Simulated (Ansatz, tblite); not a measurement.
**The cluster B3H2: a ladder of methods and basis sets, part 1 of 2**

How do method and basis change the picture of the cluster B3H2 (doublet)?

Program: Ansatz 0.2.0, Gaussian basis. Level of theory: as each input shows. These are calculated values, not measurements.

The runs, in order: GFN1-xTB, GFN2-xTB, PBE-D4/def2-TZVP, r2SCAN-D4/def2-TZVP, LC-ωPBE/def2-TZVP, BLYP-D4/def2-TZVP, HSE06-D4/def2-TZVP, BHLYP-D4/def2-TZVP, PBE-QIDH/def2-TZVP, PBE-D4/def2-SVP, PBE0-D4/def2-SVP, HF/STO-3G, HF/6-31G, B3LYP-D4/6-31G, PBE0-D4/def2-TZVPD, PBE-D4/def2-TZVPD, r2SCAN-D4/def2-TZVPD, CCSD(T)/def2-TZVPP, MP2/def2-TZVP, RPA/def2-TZVP, CCSD(T)/def2-TZVPD.

1 further run of the same task is left out (set aside as unsound or not needed). Runs told in other sessions of the task aren't counted.

### Step 1. The structure

The geometry is that of the doublet, from an earlier relaxation (r2SCAN-D4/def2-TZVP). At that level it is the lowest of the isomers that a small search found.

5 atoms, charge 0, spin multiplicity 2.

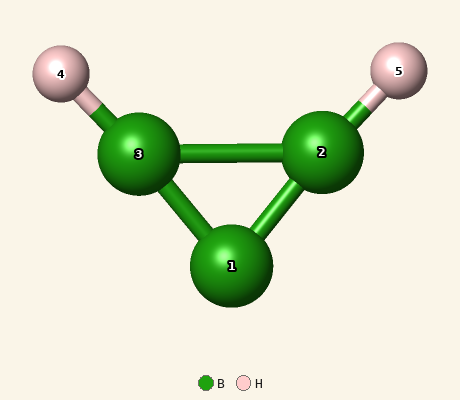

The structure; boron green, hydrogen pink; atoms are numbered from 1 in the order of the file.

Geometry (Å):

```xyz
5
B3H2
B    -0.8041   -1.0076    0.0589
B     0.6873   -0.6704    0.1776
B    -0.8160    0.5090   -0.1685
H    -0.9194    1.6718   -0.3528
H     1.8523   -0.5028    0.2847
```

PBE0-D4/def2-TZVP was run before; its log isn't repeated, and its numbers join the tables.

### Step 2. GFN1-xTB

Tight binding, by tblite at 300 K electronic temperature and without a spin-polarisation term:

```python
tblite.interface.Calculator('GFN1-xTB', numbers, positions, charge=0, uhf=1).singlepoint()
```

Energy -139.5801 eV; 0.002 s.

### Step 3. GFN2-xTB

Tight binding, by tblite at 300 K electronic temperature and without a spin-polarisation term:

```python
tblite.interface.Calculator('GFN2-xTB', numbers, positions, charge=0, uhf=1).singlepoint()
```

Energy -123.3258 eV; 0.002 s.

### Step 4. PBE-D4/def2-TZVP

start.molden holds the orbitals of an earlier run on this state, given as this run's starting guess.

Contents of in.yaml:

```yaml
crystal:
  periodic: [false, false, false]
  atoms:
    - {symbol: B, position_ang: [-0.804135, -1.007635, 0.058923]}
    - {symbol: B, position_ang: [0.687280, -0.670406, 0.177610]}
    - {symbol: B, position_ang: [-0.816001, 0.509023, -0.168457]}
    - {symbol: H, position_ang: [-0.919411, 1.671814, -0.352792]}
    - {symbol: H, position_ang: [1.852267, -0.502807, 0.284726]}
basis:
  gaussian: {orbitals: def2-TZVP, initial_orbitals: start.molden}
magnetization: {spin_polarized: true, initial_magnetization: 1}
hamiltonian: {xc: pbe, dispersion: d4}
scf: {omitted_lower_state_checks: [starts]}
output: {orbitals: {seedname: orbitals}}
```

Command:

```
> ansatz run in.yaml --threads 4 --pin off --events-out ev --progress --plain --max-ram 3916MiB
```

What it wrote:

```text
Functional definition: PBE
  name "PBE"
  cite "Perdew, Burke & Ernzerhof, Phys. Rev. Lett. 77, 3865 (1996) doi:10.1103/PhysRevLett.77.3865"
  parent pbe
  parameter kappa = 0.804
  parameter beta = 0.06672455060314922
  exchange = pbe_x(kappa = kappa, mu = beta*pi^2/3)
  correlation = pbe_c(beta = beta)
these checks for a lower state are left out or cut short: starts
595 factors; their error is unknown
mean field evaluation 1: about -2053.4525 eV, gradient 3.5e0 eV
mean field evaluation 2: about -2053.4909 eV, gradient 4.1e-2 eV
mean field evaluation 4: about -2053.4775 eV, gradient 2.8e-4 eV
mean field evaluation 8: about -2053.4775 eV, gradient 8.2e-6 eV
mean field -2053.47751296 eV, -75.4639067041 hartree, gradient 5.6e-6 eV, S^2 0.753024; 0 other end points of the search recorded, 0 dependent functions left out
reference -2053.47755328 eV, -75.4639081860 hartree; 9, 8 occupied and 96, 97 virtual orbitals, 595 factors
Total energy: -2053.54342630 eV, -75.4663289748 hartree
Checks for a lower state left out: starts
```

It took 1.2 s on 4 threads of Arm Neoverse N1, shared host.

HOMO -6.34 eV, LUMO -5.64 eV (over both spins); ⟨S²⟩ 0.753 (pure: 0.75).

### Step 5. r2SCAN-D4/def2-TZVP

Edit in.yaml of step 4 so:

```diff
@@ -11,4 +11,4 @@
 magnetization: {spin_polarized: true, initial_magnetization: 1}
-hamiltonian: {xc: pbe, dispersion: d4}
+hamiltonian: {xc: r2scan, dispersion: d4}
 scf: {omitted_lower_state_checks: [starts]}
-output: {orbitals: {seedname: orbitals}}
+output: {forces: true, orbitals: {seedname: orbitals}}
```

Same command.

What it wrote (excerpt; [...] marks lines left out):

```text
Functional definition: r2SCAN
  name "r2SCAN"
  cite "Furness, Kaplan, Ning, Perdew & Sun, J. Phys. Chem. Lett. 11, 8208 (2020) doi:10.1021/acs.jpclett.0c02405"
  cite "Furness, Kaplan, Ning, Perdew & Sun, J. Phys. Chem. Lett. 11, 9248 (2020) doi:10.1021/acs.jpclett.0c03077"
  parent r2scan
[...]
595 factors; their error is unknown
[...]
mean field -2055.56014919 eV, -75.5404421741 hartree, gradient 9.4e-6 eV, S^2 0.760357; 0 other end points of the search recorded, 0 dependent functions left out
[...]
reference -2055.56016557 eV, -75.5404427759 hartree; 9, 8 occupied and 96, 97 virtual orbitals, 595 factors
Total energy: -2055.57443369 eV, -75.5409671198 hartree
Atom 0 at    -0.804135    -1.007635     0.058923 Å, force    -0.000572    -0.001194    -0.000304 eV/Å
Atom 1 at     0.687280    -0.670406     0.177610 Å, force    -0.000139    -0.000189     0.000139 eV/Å
Atom 2 at    -0.816001     0.509023    -0.168457 Å, force    -0.000241     0.000311     0.000796 eV/Å
Atom 3 at    -0.919411     1.671814    -0.352792 Å, force     0.000208     0.000736    -0.000578 eV/Å
Atom 4 at     1.852267    -0.502807     0.284726 Å, force     0.000743     0.000336    -0.000055 eV/Å
Dipole moment:     0.175877     0.220336    -0.013052 e Å
Checks for a lower state left out: starts
```

It took 2.9 s on 4 threads of Arm Neoverse N1, shared host.

Report: HOMO -6.49 eV, LUMO -5.22 eV (over both spins); ⟨S²⟩ 0.760 (pure: 0.75).

### Step 6. LC-ωPBE/def2-TZVP

Edit in.yaml of step 5 so:

```diff
@@ -11,4 +11,4 @@
 magnetization: {spin_polarized: true, initial_magnetization: 1}
-hamiltonian: {xc: r2scan, dispersion: d4}
+hamiltonian: {xc: {name: LC-wPBE}}
 scf: {omitted_lower_state_checks: [starts]}
-output: {forces: true, orbitals: {seedname: orbitals}}
+output: {orbitals: {seedname: orbitals}}
```

Launched as before.

What it wrote (excerpt; [...] marks lines left out):

```text
Functional definition: LC-wPBE
  name "LC-wPBE"
  cite "Vydrov & Scuseria, J. Chem. Phys. 125, 234109 (2006) doi:10.1063/1.2409292"
  cite "Heyd & Scuseria, J. Chem. Phys. 120, 7274 (2004) doi:10.1063/1.1668634"
  cite "Ernzerhof & Perdew, J. Chem. Phys. 109, 3313 (1998) doi:10.1063/1.476928"
  cite "Perdew, Burke & Ernzerhof, Phys. Rev. Lett. 77, 3865 (1996) doi:10.1103/PhysRevLett.77.3865"
  parent pbe
[...]
595 factors; their error is unknown
246 factors; integrals over basis functions are off by at most 2.9e-5 eV
[...]
mean field -2054.70023772 eV, -75.5088410105 hartree, gradient 9.8e-6 eV, S^2 0.759317; 0 other end points of the search recorded, 0 dependent functions left out
reference -2054.70023773 eV, -75.5088410108 hartree; 9, 8 occupied and 96, 97 virtual orbitals, 595 factors
Total energy: -2054.70023773 eV, -75.5088410108 hartree
Checks for a lower state left out: starts
```

It took 2.6 s on 4 threads of Arm Neoverse N1, shared host.

Report: HOMO -9.78 eV, LUMO -1.97 eV (over both spins); ⟨S²⟩ 0.759 (pure: 0.75).

### Step 7. BLYP-D4/def2-TZVP

Edit in.yaml of step 6 so:

```diff
@@ -11,3 +11,3 @@
 magnetization: {spin_polarized: true, initial_magnetization: 1}
-hamiltonian: {xc: {name: LC-wPBE}}
+hamiltonian: {xc: {name: BLYP}, dispersion: d4}
 scf: {omitted_lower_state_checks: [starts]}
```

Same command.

What it wrote:

```text
Functional definition: BLYP
  name "BLYP"
  cite "Becke, Phys. Rev. A 38, 3098 (1988) doi:10.1103/PhysRevA.38.3098"
  cite "Lee, Yang & Parr, Phys. Rev. B 37, 785 (1988) doi:10.1103/PhysRevB.37.785"
  parameter beta = 0.0042
  parameter a = 0.04918
  parameter b = 0.132
  parameter c = 0.2533
  parameter d = 0.349
  exchange = b88_x(beta = beta)
  correlation = lyp_c(a = a, b = b, c = c, d = d)
these checks for a lower state are left out or cut short: starts
595 factors; their error is unknown
mean field evaluation 1: about -2055.9721 eV, gradient 5.3e0 eV
mean field evaluation 2: about -2056.0629 eV, gradient 8.3e-2 eV
mean field evaluation 4: about -2056.0487 eV, gradient 3.2e-4 eV
mean field evaluation 8: about -2056.0487 eV, gradient 7.0e-6 eV
mean field -2056.04869773 eV, -75.5583960018 hartree, gradient 5.9e-6 eV, S^2 0.752164; 0 other end points of the search recorded, 0 dependent functions left out
reference -2056.04899639 eV, -75.5584069771 hartree; 9, 8 occupied and 96, 97 virtual orbitals, 595 factors
Total energy: -2056.19885181 eV, -75.5639140625 hartree
Checks for a lower state left out: starts
```

Run time: 1.4 s. Hardware: 4 threads of Arm Neoverse N1, shared host.

Report: HOMO -6.17 eV, LUMO -5.53 eV (over both spins); ⟨S²⟩ 0.752 (pure: 0.75).

### Step 8. HSE06-D4/def2-TZVP

Edit in.yaml of step 7 so:

```diff
@@ -11,3 +11,3 @@
 magnetization: {spin_polarized: true, initial_magnetization: 1}
-hamiltonian: {xc: {name: BLYP}, dispersion: d4}
+hamiltonian: {xc: hse06, dispersion: d4}
 scf: {omitted_lower_state_checks: [starts]}
```

Launched as before.

What it wrote (excerpt; [...] marks lines left out):

```text
Functional definition: HSE06
  name "HSE06"
  cite "Heyd, Scuseria & Ernzerhof, J. Chem. Phys. 118, 8207 (2003) doi:10.1063/1.1564060"
  cite "Krukau, Vydrov, Izmaylov & Scuseria, J. Chem. Phys. 125, 224106 (2006) doi:10.1063/1.2404663"
  cite "Heyd & Scuseria, J. Chem. Phys. 120, 7274 (2004) doi:10.1063/1.1668634"
  cite "Ernzerhof & Perdew, J. Chem. Phys. 109, 3313 (1998) doi:10.1063/1.476928"
  cite "Perdew, Burke & Ernzerhof, Phys. Rev. Lett. 77, 3865 (1996) doi:10.1103/PhysRevLett.77.3865"
  parent pbe
[...]
  # The whole range is PBE's own exchange, as in plane waves. The composition of these papers is wPBEh.
[...]
595 factors; their error is unknown
53 factors; integrals over basis functions are off by at most 3.0e-6 eV
[...]
mean field -2053.77643867 eV, -75.4748920215 hartree, gradient 1.5e-5 eV, S^2 0.753805; 0 other end points of the search recorded, 0 dependent functions left out
reference -2053.77647969 eV, -75.4748935289 hartree; 9, 8 occupied and 96, 97 virtual orbitals, 595 factors
Total energy: -2053.82708751 eV, -75.4767533322 hartree
Checks for a lower state left out: starts
```

It took 1.4 s on 4 threads of Arm Neoverse N1, shared host.

Report: HOMO -6.88 eV, LUMO -4.90 eV (over both spins); ⟨S²⟩ 0.754 (pure: 0.75).

### Step 9. BHLYP-D4/def2-TZVP

Edit in.yaml of step 8 so:

```diff
@@ -11,3 +11,3 @@
 magnetization: {spin_polarized: true, initial_magnetization: 1}
-hamiltonian: {xc: hse06, dispersion: d4}
+hamiltonian: {xc: {name: BHLYP}, dispersion: d4}
 scf: {omitted_lower_state_checks: [starts]}
```

Launched as before.

What it wrote:

```text
Functional definition: BHLYP
  name "BHLYP"
  cite "Becke, J. Chem. Phys. 98, 1372 (1993) doi:10.1063/1.464304"
  cite "Becke, Phys. Rev. A 38, 3098 (1988) doi:10.1103/PhysRevA.38.3098"
  cite "Lee, Yang & Parr, Phys. Rev. B 37, 785 (1988) doi:10.1103/PhysRevB.37.785"
  parameter a = 0.5
  exchange = (1 - a)*b88_x + a*exact_x
  correlation = lyp_c
these checks for a lower state are left out or cut short: starts
715 factors; their error is unknown
mean field evaluation 1: about -2055.8837 eV, gradient 2.9e0 eV
mean field evaluation 2: about -2055.9189 eV, gradient 3.6e-2 eV
mean field evaluation 4: about -2055.9224 eV, gradient 2.3e-4 eV
mean field evaluation 8: about -2055.9224 eV, gradient 3.5e-5 eV
mean field -2055.92236395 eV, -75.5537533211 hartree, gradient 8.3e-6 eV, S^2 0.754485; 0 other end points of the search recorded, 0 dependent functions left out
reference -2055.92251738 eV, -75.5537589593 hartree; 9, 8 occupied and 96, 97 virtual orbitals, 715 factors
Total energy: -2056.00565882 eV, -75.5568143508 hartree
Checks for a lower state left out: starts
```

It took 2.4 s on 4 threads of Arm Neoverse N1, shared host.

Report: HOMO -8.06 eV, LUMO -3.38 eV (over both spins); ⟨S²⟩ 0.754 (pure: 0.75).

### Step 10. PBE-QIDH/def2-TZVP

Edit in.yaml of step 9 so:

```diff
@@ -11,4 +11,3 @@
 magnetization: {spin_polarized: true, initial_magnetization: 1}
-hamiltonian: {xc: {name: BHLYP}, dispersion: d4}
+hamiltonian: {xc: {name: PBE-QIDH}}
 scf: {omitted_lower_state_checks: [starts]}
-output: {orbitals: {seedname: orbitals}}
```

The command is unchanged.

What it wrote (excerpt; [...] marks lines left out):

```text
Functional definition: PBE-QIDH
  name "PBE-QIDH"
  cite "Brémond, Sancho-García, Pérez-Jiménez & Adamo, J. Chem. Phys. 141, 031101 (2014) doi:10.1063/1.4890314"
  cite "Perdew, Burke & Ernzerhof, Phys. Rev. Lett. 77, 3865 (1996) doi:10.1103/PhysRevLett.77.3865"
[...]
684 factors; integrals over basis functions are off by at most 1.0e-3 eV
[...]
mean field -2050.56243343 eV, -75.3567795074 hartree, gradient 2.0e-6 eV, S^2 0.807677; 0 other end points of the search recorded, 0 dependent functions left out
3 core orbitals not correlated: weight in the atoms' cores, before any rotation towards them, 1.000 or more for the frozen orbitals, at most 0.000 for the correlated occupied ones
reference -2050.56244618 eV, -75.3567799761 hartree; 6, 5 occupied and 96, 97 virtual orbitals, 684 factors
second order -8.17230715 eV of doubles, -0.00000000 eV of singles
Total energy: -2053.28654857 eV, -75.4568888923 hartree
Checks for a lower state left out: starts
```

Wall time 2.6 s (4 threads of Arm Neoverse N1, shared host).

Report: ⟨S²⟩ 0.808 (pure: 0.75).

### Step 11. PBE-D4/def2-SVP

Edit in.yaml of step 10 so:

```diff
@@ -9,5 +9,6 @@
 basis:
-  gaussian: {orbitals: def2-TZVP, initial_orbitals: start.molden}
+  gaussian: {orbitals: def2-SVP, initial_orbitals: start.molden}
 magnetization: {spin_polarized: true, initial_magnetization: 1}
-hamiltonian: {xc: {name: PBE-QIDH}}
+hamiltonian: {xc: pbe, dispersion: d4}
 scf: {omitted_lower_state_checks: [starts]}
+output: {orbitals: {seedname: orbitals}}
```

Launched as before.

What it wrote:

```text
Functional definition: PBE
  name "PBE"
  cite "Perdew, Burke & Ernzerhof, Phys. Rev. Lett. 77, 3865 (1996) doi:10.1103/PhysRevLett.77.3865"
  parent pbe
  parameter kappa = 0.804
  parameter beta = 0.06672455060314922
  exchange = pbe_x(kappa = kappa, mu = beta*pi^2/3)
  correlation = pbe_c(beta = beta)
these checks for a lower state are left out or cut short: starts
578 factors; their error is unknown
mean field evaluation 1: about -2051.1703 eV, gradient 2.8e0 eV
mean field evaluation 2: about -2051.2211 eV, gradient 4.4e-2 eV
mean field evaluation 4: about -2051.1979 eV, gradient 2.2e-4 eV
mean field evaluation 8: about -2051.1979 eV, gradient 1.8e-5 eV
mean field -2051.19785768 eV, -75.3801309180 hartree, gradient 1.4e-5 eV, S^2 0.752431; 0 other end points of the search recorded, 0 dependent functions left out
reference -2051.19788581 eV, -75.3801319517 hartree; 9, 8 occupied and 43, 44 virtual orbitals, 578 factors
Total energy: -2051.26375883 eV, -75.3825527405 hartree
Checks for a lower state left out: starts
```

Wall time 0.7 s (4 threads of Arm Neoverse N1, shared host).

From the report: HOMO -6.30 eV, LUMO -5.65 eV (over both spins); ⟨S²⟩ 0.752 (pure: 0.75).

### Step 12. PBE0-D4/def2-SVP

Edit in.yaml of step 11 so:

```diff
@@ -11,3 +11,3 @@
 magnetization: {spin_polarized: true, initial_magnetization: 1}
-hamiltonian: {xc: pbe, dispersion: d4}
+hamiltonian: {xc: pbe0, dispersion: d4}
 scf: {omitted_lower_state_checks: [starts]}
```

Same command.

What it wrote:

```text
Functional definition: PBE0
  name "PBE0"
  cite "Adamo & Barone, J. Chem. Phys. 110, 6158 (1999) doi:10.1063/1.478522"
  cite "Perdew, Burke & Ernzerhof, Phys. Rev. Lett. 77, 3865 (1996) doi:10.1103/PhysRevLett.77.3865"
  parent pbe
  parameter a = 0.25
  parameter kappa = 0.804
  parameter beta = 0.06672455060314922
  exchange = (1 - a)*pbe_x(kappa = kappa, mu = beta*pi^2/3) + a*exact_x
  correlation = pbe_c(beta = beta)
these checks for a lower state are left out or cut short: starts
578 factors; their error is unknown
mean field evaluation 1: about -2051.6759 eV, gradient 2.1e0 eV
mean field evaluation 2: about -2051.7022 eV, gradient 2.1e-2 eV
mean field evaluation 4: about -2051.6910 eV, gradient 3.4e-5 eV
mean field evaluation 8: about -2051.6910 eV, gradient 2.6e-5 eV
mean field -2051.69103961 eV, -75.3982550194 hartree, gradient 1.3e-5 eV, S^2 0.753139; 0 other end points of the search recorded, 0 dependent functions left out
reference -2051.69106078 eV, -75.3982557975 hartree; 9, 8 occupied and 43, 44 virtual orbitals, 578 factors
Total energy: -2051.74551803 eV, -75.4002570644 hartree
Checks for a lower state left out: starts
```

It took 0.9 s on 4 threads of Arm Neoverse N1, shared host.

HOMO -7.27 eV, LUMO -4.56 eV (over both spins); ⟨S²⟩ 0.753 (pure: 0.75).

### Step 13. HF/STO-3G

Edit in.yaml of step 12 so:

```diff
@@ -9,5 +9,5 @@
 basis:
-  gaussian: {orbitals: def2-SVP, initial_orbitals: start.molden}
+  gaussian: {orbitals: STO-3G}
 magnetization: {spin_polarized: true, initial_magnetization: 1}
-hamiltonian: {xc: pbe0, dispersion: d4}
+hamiltonian: {xc: hf}
 scf: {omitted_lower_state_checks: [starts]}
```

Same command.

What it wrote:

```text
Functional definition: HF
  name "HF"
  cite "Fock, Z. Phys. 61, 126 (1930) doi:10.1007/BF01340294"
  parent pbe
  exchange = exact_x
  correlation = 0
these checks for a lower state are left out or cut short: starts
219 factors; integrals over basis functions are off by at most 1.7e-4 eV
mean field evaluation 1: about -2012.8427 eV, gradient 1.2e1 eV
mean field evaluation 2: about -2012.8542 eV, gradient 1.2e1 eV
mean field evaluation 4: about -2014.5296 eV, gradient 2.0e0 eV
mean field evaluation 8: about -2014.6358 eV, gradient 4.5e-1 eV
mean field evaluation 16: about -2014.9105 eV, gradient 8.5e-5 eV
mean field -2014.91050621 eV, -74.0465953477 hartree, gradient 2.7e-5 eV, S^2 1.219691; 0 other end points of the search recorded, 0 dependent functions left out
reference -2014.91050621 eV, -74.0465953477 hartree; 9, 8 occupied and 8, 9 virtual orbitals, 219 factors
Total energy: -2014.91050621 eV, -74.0465953477 hartree
Checks for a lower state left out: starts
```

Wall time 0.1 s (4 threads of Arm Neoverse N1, shared host).

Report: HOMO -6.99 eV, LUMO 3.50 eV (over both spins); ⟨S²⟩ 1.220 (pure: 0.75). Doubts: spin contamination.

### Step 14. HF/6-31G

Edit in.yaml of step 13 so:

```diff
@@ -9,3 +9,3 @@
 basis:
-  gaussian: {orbitals: STO-3G}
+  gaussian: {orbitals: 6-31G}
 magnetization: {spin_polarized: true, initial_magnetization: 1}
```

The command is unchanged.

What it wrote:

```text
Functional definition: HF
  name "HF"
  cite "Fock, Z. Phys. 61, 126 (1930) doi:10.1007/BF01340294"
  parent pbe
  exchange = exact_x
  correlation = 0
these checks for a lower state are left out or cut short: starts
442 factors; integrals over basis functions are off by at most 2.3e-4 eV
mean field evaluation 1: about -2039.6398 eV, gradient 9.9e0 eV
mean field evaluation 2: about -2039.7557 eV, gradient 9.9e0 eV
mean field evaluation 4: about -2040.8992 eV, gradient 1.6e0 eV
mean field evaluation 8: about -2040.9399 eV, gradient 1.9e-1 eV
mean field evaluation 16: about -2041.0798 eV, gradient 3.2e-3 eV
mean field -2041.07982943 eV, -75.0083002379 hartree, gradient 1.7e-5 eV, S^2 1.132118; 0 other end points of the search recorded, 0 dependent functions left out
reference -2041.07982943 eV, -75.0083002379 hartree; 9, 8 occupied and 22, 23 virtual orbitals, 442 factors
Total energy: -2041.07982943 eV, -75.0083002379 hartree
Checks for a lower state left out: starts
```

Wall time 0.2 s (4 threads of Arm Neoverse N1, shared host).

HOMO -9.07 eV, LUMO -0.16 eV (over both spins); ⟨S²⟩ 1.132 (pure: 0.75). Doubts: spin contamination.

### Step 15. B3LYP-D4/6-31G

Edit in.yaml of step 14 so:

```diff
@@ -11,3 +11,3 @@
 magnetization: {spin_polarized: true, initial_magnetization: 1}
-hamiltonian: {xc: hf}
+hamiltonian: {xc: {name: B3LYP}, dispersion: d4}
 scf: {omitted_lower_state_checks: [starts]}
```

The command is unchanged.

What it wrote (excerpt; [...] marks lines left out):

```text
Functional definition: B3LYP
  name "B3LYP"
  cite "Stephens, Devlin, Chabalowski & Frisch, J. Phys. Chem. 98, 11623 (1994) doi:10.1021/j100096a001"
  cite "Becke, Phys. Rev. A 38, 3098 (1988) doi:10.1103/PhysRevA.38.3098"
  cite "Lee, Yang & Parr, Phys. Rev. B 37, 785 (1988) doi:10.1103/PhysRevB.37.785"
  cite "Vosko, Wilk & Nusair, Can. J. Phys. 58, 1200 (1980) doi:10.1139/p80-159"
[...]
442 factors; integrals over basis functions are off by at most 2.3e-4 eV
[...]
mean field -2056.11122107 eV, -75.5606936919 hartree, gradient 5.1e-6 eV, S^2 0.751714; 0 other end points of the search recorded, 0 dependent functions left out
reference -2056.11142690 eV, -75.5607012563 hartree; 9, 8 occupied and 22, 23 virtual orbitals, 442 factors
Total energy: -2056.21974052 eV, -75.5646817082 hartree
Checks for a lower state left out: starts
```

Wall time 0.6 s (4 threads of Arm Neoverse N1, shared host).

From the report: HOMO -6.79 eV, LUMO -4.64 eV (over both spins); ⟨S²⟩ 0.752 (pure: 0.75).

### Step 16. PBE0-D4/def2-TZVPD

Edit in.yaml of step 15 so:

```diff
@@ -9,5 +9,5 @@
 basis:
-  gaussian: {orbitals: 6-31G}
+  gaussian: {orbitals: def2-TZVPD, initial_orbitals: start.molden}
 magnetization: {spin_polarized: true, initial_magnetization: 1}
-hamiltonian: {xc: {name: B3LYP}, dispersion: d4}
+hamiltonian: {xc: pbe0, dispersion: d4}
 scf: {omitted_lower_state_checks: [starts]}
```

The command is unchanged.

What it wrote:

```text
Functional definition: PBE0
  name "PBE0"
  cite "Adamo & Barone, J. Chem. Phys. 110, 6158 (1999) doi:10.1063/1.478522"
  cite "Perdew, Burke & Ernzerhof, Phys. Rev. Lett. 77, 3865 (1996) doi:10.1103/PhysRevLett.77.3865"
  parent pbe
  parameter a = 0.25
  parameter kappa = 0.804
  parameter beta = 0.06672455060314922
  exchange = (1 - a)*pbe_x(kappa = kappa, mu = beta*pi^2/3) + a*exact_x
  correlation = pbe_c(beta = beta)
these checks for a lower state are left out or cut short: starts
597 factors; their error is unknown
mean field evaluation 1: about -2053.9377 eV, gradient 1.5e0 eV
mean field evaluation 2: about -2053.9427 eV, gradient 6.3e-3 eV
mean field evaluation 4: about -2053.9373 eV, gradient 8.5e-5 eV
mean field evaluation 8: about -2053.9373 eV, gradient 6.1e-6 eV
mean field -2053.93729184 eV, -75.4808032665 hartree, gradient 5.1e-6 eV, S^2 0.753876; 0 other end points of the search recorded, 0 dependent functions left out
reference -2053.93732303 eV, -75.4808044126 hartree; 9, 8 occupied and 120, 121 virtual orbitals, 597 factors
Total energy: -2053.99178028 eV, -75.4828056795 hartree
Checks for a lower state left out: starts
```

Run time: 3.3 s. Hardware: 4 threads of Arm Neoverse N1, shared host.

Report: HOMO -7.28 eV, LUMO -4.51 eV (over both spins); ⟨S²⟩ 0.754 (pure: 0.75).

(Continued in part 2 of 2.)
